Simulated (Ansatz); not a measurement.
# Al3GaIr: a trial structure relaxed, part 2 of 2

Aim: relax a trial structure of Al3GaIr and see where it ends.

Ansatz 0.2.0; DFT PBE, scalar-relativistic, plane waves, PAW. The steps go on from the part before.

**4. Spin check on a coarse mesh**

input.yaml

```yaml
crystal:
  lattice:
    - [4.7665338133, 0.0, 0.0]
    - [0.0, 4.7665338133, 0.0]
    - [0.0, 0.0, 4.7665338133]
  atoms:
    - { symbol: Al, position: [0.5, 0.0, 0.5] }
    - { symbol: Al, position: [0.0, 0.5, 0.5] }
    - { symbol: Al, position: [0.5, 0.5, 0.0] }
    - { symbol: Ga, position: [0.0, 0.0, 0.0] }
    - { symbol: Ir, position: [0.5, 0.5, 0.5], spin: 1.0 }
basis:
  ecutwfc: 420
kpoints:
  mp_grid: { grid: [4, 4, 4] }
hamiltonian:
  xc: pbe
scf:
  occupations: { method: gaussian, width: 0.1 }
  lower_state_search: "off"
output:
  forces: true
  stress: true
  eigenvalues: true
  populations: true
magnetization:
  spin_polarized: true
```

Run with:

```sh
$ ansatz run input.yaml --threads 1 --pin off --max-ram 2560MiB --backend cpu --events-out ev --progress --plain --runs-dir out
```

Log, cut to the lines that bear on the results:

```text
[...]
SCF converged after 16 iterations
Magnetization: 0.0000 μB (19.5000 up, 19.5000 down)
Absolute magnetization: 0.0000 μB (∫|ρ↑−ρ↓|, with the PAW one-centre terms)
Spin contamination: 0.0000 ħ² per cell (⟨S²⟩ above its minimum at these occupations)
Per-site moments (μB) at R_I (Å): [(-1.2451478356087534e-7, 0.983097598993125), (-1.2451478352493489e-7, 0.983097598993125), (-1.2451478351927353e-7, 0.983097598993125), (1.7984003000024852e-6, 1.3903099576325038), (3.2266239297521975e-6, 0.983097598993125)]
Free energy (F): -17331.420032 eV
[...]
E sigma→0 (E₀):  -17331.410900 eV
Entropy (-TS):   -0.018264 eV (-3.653 meV/atom)
Fermi energy:    8.038463 eV
[...]
--- Forces (eV/Å), atoms counted from 1 ---
  atom   1  Al    -0.00000000     0.00000000     0.00000000
  atom   2  Al     0.00000000    -0.00000000     0.00000000
  atom   3  Al    -0.00000000    -0.00000000     0.00000000
  atom   4  Ga    -0.00000000     0.00000000    -0.00000000
  atom   5  Ir     0.00000000    -0.00000000     0.00000000
[...]
--- Stress (GPa, compression-positive) ---
        0.021015      -0.000000       0.000000
        0.000000       0.021015       0.000000
        0.000000       0.000000       0.021015
  P = ⅓ Tr σ = 0.0210 GPa (0.210 kbar)
--- Band table (eV; the first three rows and the last of 20) ---
  k-point 0 ↑: bands = ["-84.0474", "-41.0135", "-41.0135", "-41.0135", "-7.1984", "-7.1984", "-7.1934", "-7.1934", "-7.1934", "-1.4347", "2.5721", "2.5721", "3.7450", "4.9340", "4.9340", "4.9340", "5.6304", "5.6304", "5.6304", "8.9505", "8.9505", "10.9203", "10.9203", "10.9203", "11.3380"]
[...]
--- Löwdin populations: 5 sites ---
  site symbol       q [e]    m [muB]
     0     Al      2.9216    -0.0000
     1     Al      2.9216    -0.0000
     2     Al      2.9216    -0.0000
     3     Ga     13.1003     0.0000
     4     Ir     16.9213     0.0000
  spilling = 0.005476 (of n_electrons = 39.000000)
```

Run time: 2.9 s. Hardware: 1 thread of Intel Xeon 6975P-C (Granite Rapids), shared host; peak memory 0.4 GiB.

By site:

```
atom  Löwdin electrons
 Al1              2.92
 Al2              2.92
 Al3              2.92
 Ga4             13.10
 Ir5             16.92
```

The Löwdin counts miss 0.21 of the 39 electrons, which the atomic orbitals do not span, so they are no charges.

The same cell is solved with trial moments on Ir. The largest site moment that stays is 0.00 μB and the cell's total 0.00 μB. The workflow keeps spin only above 0.25 μB on a site, so the next run goes without spin.

**5. Final relaxation**

The end of the coarse run is made exact in the group found at a tolerance of 0.06 Å and reduced to its primitive cell.

input.yaml

```yaml
crystal:
  lattice:
    - [4.7665338133, 0.0, 0.0]
    - [0.0, 4.7665338133, 0.0]
    - [0.0, 0.0, 4.7665338133]
  atoms:
    - { symbol: Al, position: [0.5, 0.0, 0.5] }
    - { symbol: Al, position: [0.0, 0.5, 0.5] }
    - { symbol: Al, position: [0.5, 0.5, 0.0] }
    - { symbol: Ga, position: [0.0, 0.0, 0.0] }
    - { symbol: Ir, position: [0.5, 0.5, 0.5] }
basis:
  ecutwfc: 420
kpoints:
  mp_grid: { grid: [8, 8, 8] }
hamiltonian:
  xc: pbe
scf:
  occupations: { method: gaussian, width: 0.1 }
output:
  forces: true
  stress: true
  eigenvalues: true
  write_density: true
  write_potential: true
  elf: true
  volumetric_format: npy
relax:
  adjacent_minimum: "off"
  f_tol: 0.01
  max_steps: 80
  cell: { stress_tol: 0.05 }
```

Run with:

```sh
$ ansatz run input.yaml --threads 1 --pin off --max-ram 2560MiB --backend cpu --events-out ev --progress --plain --runs-dir out
```

Log, cut to the lines that bear on the results:

```text
Warning: RAYON_NUM_THREADS=1 ignored (pool sized by the plan → 1); use --threads N
[...]
[... 5 set-up lines as earlier in the session ...]
[...]
Crystal: 5 atoms, lattice volume = 108.295 Å³
Basis set: ecut = 420 eV, 2103 PW (Γ), exchange–correlation on 64×64×64 points (8 copies of the dense FFT grid, shifted against one another)
Bands: 25, of which v1, the nominal top of the filled ones, is band 20 counted from 1 (19 counted from 0)
[... 1 set-up line as earlier in the session ...]
Space group: Pm-3m (ITA 221), of the structure as read, at distance tolerance 4.8e-5 Å
k-points: 35 of 512
[...]
--- Stress (GPa, compression-positive) ---
        0.002628       0.000000      -0.000000
        0.000000       0.002628      -0.000000
       -0.000000      -0.000000       0.002628
  P = ⅓ Tr σ = 0.0026 GPa (0.026 kbar)
--- Band table (eV; the first three rows and the last of 35) ---
[... band rows left out ...]
[...]
--- Relaxed structure (2 steps of the walk, 2 accepted, 1 SCFs on fresh bases) ---
  F+E_penalty+E_count = -17331.47013081 eV   max|allowed force component| = 2.364e-29 eV/Å   (the final SCF, on the basis selected at the relaxed cell)
  cell:  # Å, volume = 108.4519 Å³
    - [4.768835743498174, -4.81482486096809e-35, 0.0]
    - [0.0, 4.768835743498174, 0.0]
    - [8.024708101613482e-36, 0.0, 4.768835743498174]
  atoms:
    - { symbol: Al, position: [0.5, 1.3941915985376883e-37, 0.5] }
    - { symbol: Al, position: [-3.235576728681803e-37, 0.5, 0.5] }
    - { symbol: Al, position: [0.5, 0.5, -1.3152750929600824e-39] }
    - { symbol: Ga, position: [6.497458959222807e-37, -2.6502793123145663e-37, 6.773666728744425e-38] }
    - { symbol: Ir, position: [0.5, 0.5, 0.5] }
```

It took 8.9 s on 1 thread of Intel Xeon 6975P-C (Granite Rapids), shared host; peak memory 0.44 GiB.

The steps of the relaxation:

| step | energy from step 1 (eV/cell) | largest force component (eV/Å) | pressure (GPa) | volume (Å³) |
| --- | --- | --- | --- | --- |
| 1 | 0.0000 | 0.0000 | 0.12 | 108.29 |
| 2 | 0.0000 | 0.0000 | 0.00 | 108.45 |
| 3 | -0.0001 | 0.0000 | 0.00 | 108.45 |

Step 1 is the start. Step 3 repeats the geometry before it on a plane-wave basis chosen anew for that cell, so its energy need not be comparable with the rows above.

|  | before | after | change |
| --- | --- | --- | --- |
| a (Å) | 4.767 | 4.769 | 0.0 % |
| b (Å) | 4.767 | 4.769 | 0.0 % |
| c (Å) | 4.767 | 4.769 | 0.0 % |
| volume (Å³/atom) | 21.66 | 21.69 | +0.1 % |
| shortest distance (Å) | 2.383 | 2.384 | 0.0 % |
| space group (0.01 Å) | Pm-3m | Pm-3m | same |

The run keeps the 48 symmetry operations of the start, so it could not have lowered the symmetry.

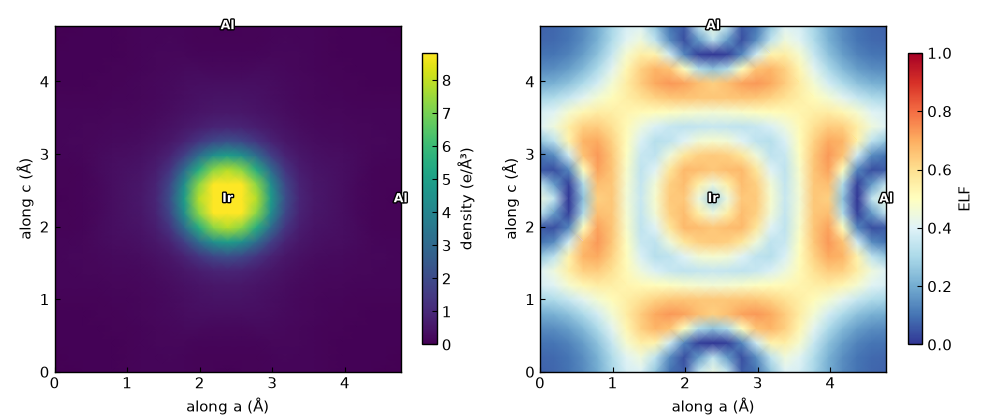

Density (left) and ELF (right) in a lattice plane of the grid's cell (edges 4.77 and 4.77 Å, at 0.500 of the third edge), which holds Al and Ir. Only atoms in the plane are labelled. Both are smooth fields of the valence electrons: close to the nuclei they are not physical.

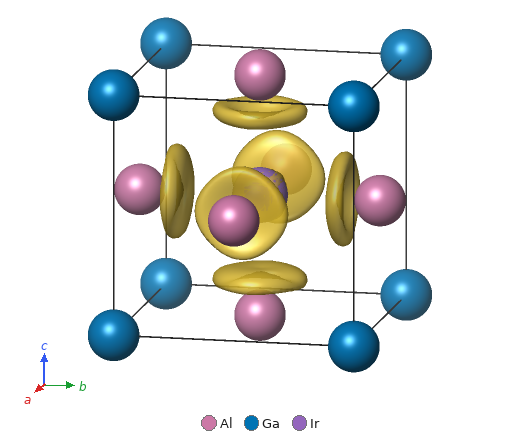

Surface of ELF = 0.67, drawn in one cell.

Maxima of ELF outside the ion cores: 0.73 beside Al, off the lines to its neighbours, 1.0 Å from Al.

**6. Changed: mp_grid.grid [10, 10, 10]**

input.yaml

```yaml
crystal:
  lattice:
    - [4.7688357435, 0.0, 0.0]
    - [0.0, 4.7688357435, 0.0]
    - [0.0, 0.0, 4.7688357435]
  atoms:
    - { symbol: Al, position: [0.5, 0.0, 0.5] }
    - { symbol: Al, position: [0.0, 0.5, 0.5] }
    - { symbol: Al, position: [0.5, 0.5, 0.0] }
    - { symbol: Ga, position: [0.0, 0.0, 0.0] }
    - { symbol: Ir, position: [0.5, 0.5, 0.5] }
basis:
  ecutwfc: 420
kpoints:
  mp_grid: { grid: [10, 10, 10] }
hamiltonian:
  xc: pbe
scf:
  occupations: { method: gaussian, width: 0.1 }
output:
  forces: true
  eigenvalues: true
  stress: true
```

Run with:

```sh
$ ansatz run input.yaml --threads 1 --pin off --max-ram 2560MiB --backend cpu --events-out ev --progress --plain --runs-dir out
```

Log, cut to the lines that bear on the results:

```text
Warning: RAYON_NUM_THREADS=1 ignored (pool sized by the plan → 1); use --threads N
[...]
[... 5 set-up lines as earlier in the session ...]
[...]
Crystal: 5 atoms, lattice volume = 108.452 Å³
Basis set: ecut = 420 eV, 2103 PW (Γ), exchange–correlation on 64×64×64 points (8 copies of the dense FFT grid, shifted against one another)
Bands: 25, of which v1, the nominal top of the filled ones, is band 20 counted from 1 (19 counted from 0)
[... 2 set-up lines as earlier in the session ...]
k-points: 56 of 1000
[...]
SCF iter   1: F=—  HF=-17331.489750 eV  |F-HF|=—  |Δ(HF+E_count)|=         —  Δρ=6.65e-3  dr2=7.60e-2  ethr=1.77e-3  ⟨swp⟩=6.1  Hψ=6477  notcnv=0
[...]
SCF iter   8: F=-17331.476973 eV  HF=-17331.476973 eV  |F-HF|=1.22e-9  |Δ(HF+E_count)|=   5.06e-8  Δρ=2.49e-6  dr2=8.23e-9  ethr=2.56e-10  ⟨swp⟩=7.4  Hψ=6073  notcnv=0
[...]
SCF converged after 8 iterations
Free energy (F): -17331.476973 eV
[...]
E sigma→0 (E₀):  -17331.471334 eV
Entropy (-TS):   -0.011278 eV (-2.256 meV/atom)
Fermi energy:    8.074868 eV
[...]
--- Forces (eV/Å), atoms counted from 1 ---
  atom   1  Al    -0.00000000    -0.00000000     0.00000000
  atom   2  Al     0.00000000     0.00000000     0.00000000
  atom   3  Al    -0.00000000    -0.00000000     0.00000000
  atom   4  Ga    -0.00000000     0.00000000    -0.00000000
  atom   5  Ir     0.00000000     0.00000000    -0.00000000
[...]
--- Stress (GPa, compression-positive) ---
        0.015448      -0.000000       0.000000
       -0.000000       0.015448       0.000000
        0.000000       0.000000       0.015448
  P = ⅓ Tr σ = 0.0154 GPa (0.154 kbar)
--- Band table (eV; the first three rows and the last of 56) ---
[... band rows left out ...]
[...]
```

Run time: 3.9 s. Hardware: 1 thread of Intel Xeon 6975P-C (Granite Rapids), shared host; peak memory 0.45 GiB.

```
    run     ending  energy change  pressure (GPa)  gap (eV)  force (eV/Å)  cycles   time
 step 5  converged              0             0.0      0.00          0.00       -  8.9 s
variant  converged  -1.4 meV/atom             0.0      0.00          0.00       8  3.9 s
```

Changing the k-point mesh moves the energy by -1.4 meV/atom. The energy is not variational in the mesh, so the sign tells nothing.

**7. Summary of results**

The summary covers parts 1 to 2. Changes of volume or cell count from the first structure of part 1.

| quantity | value |
| --- | --- |
| symmetry at the end (tolerance 0.05 Å) | space group Pm-3m (No. 221) |
| conventional cell | a = 4.769 Å, b = 4.769 Å, c = 4.769 Å, α = 90.00°, β = 90.00°, γ = 90.00° |
| volume | 21.69 Å³/atom |
| energy over the elements | -0.12 eV/atom |
| gap on the mesh | none (metal) |

**Reading.** The space group Pm-3m (No. 221) is kept, and the volume per atom grows by 55.9 % from the first guess. A negative formation energy is needed for stability but isn't enough; other structures and compounds were not set against it here. No finished test with a distortion of lower symmetry is shown, so the end may be a saddle point. Spin-orbit coupling is left out for Ir. Other magnetic orders were not searched.
